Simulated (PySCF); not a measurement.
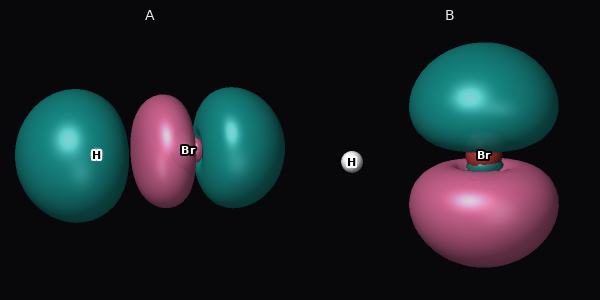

Figure. HBr (charge −1, doublet). Two frontier α-spin orbitals, each drawn at the value that holds 80 % of its norm (teal and pink are the two phases), in no order; of a degenerate pair one member is drawn.

Method: PySCF, PBE0/aug-cc-pVDZ(-PP), non-relativistic Hamiltonian with scalar-relativistic core potentials where named, at a bond length of 2.085 Å.

> Label each orbital by symmetry, say whether it is occupied, and order them by energy.

Orbital B: π, occupied in this spin, −1.84 eV; almost wholly on Br.
Orbital A: σ, occupied in this spin, 0.25 eV; shared between the atoms (H 50 %, Br 50 %).
